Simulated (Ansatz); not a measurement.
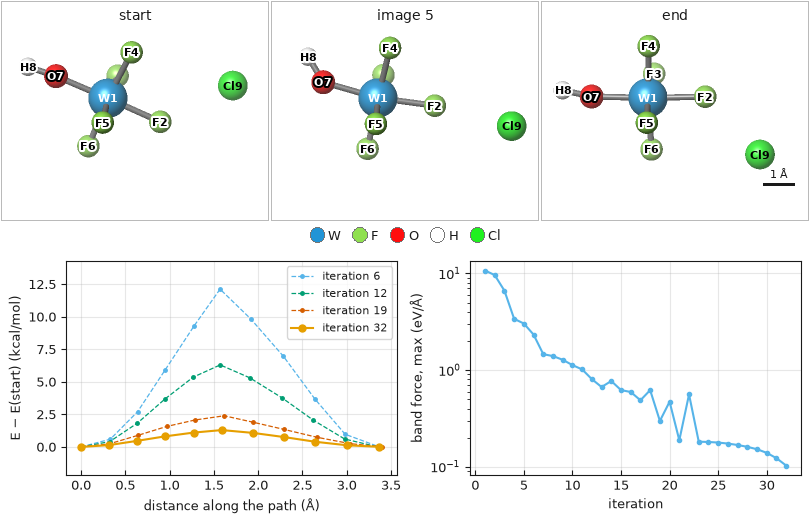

A search for the minimum-energy path of WHOClF5 (multiplicity 2), made up at the start of WHOF₅ and Cl by the nudged elastic band. Images are numbered from 0 (start) to 10 (end). The plot follows the band through its iterations. The picture is a ball-and-stick view, seen from a free direction.

Theory: UKS PBE/def2-SVP (Ansatz). Run with 9 movable images; climbing image; force threshold 0.03 eV/Å; iteration limit 32; optimiser FIRE; largest step 0.5 Å; starting path through a guess of the saddle point.

### Judge this run.

The result isn't final. The band hadn't converged when the run stopped after 32 iterations. The largest component of the band force went from 11 to 0.1 eV/Å. The barrier read from it is provisional, though the highest image hardly moved in the last two iterations. The step length is far from the usual. The first iteration put the highest image at 43.99 kcal/mol. The two ends have nearly the same energy, and the highest point, image 5, lies 1.30 kcal/mol above the start.

Limits of the set-up: the start holds two separate molecules, 2.8 Å apart at their closest, whose relative position is a soft coordinate and is computed without a dispersion correction.

Cost: 19 min on 4 threads of Arm Neoverse V1 (shared host), peak memory 0.45 GiB.
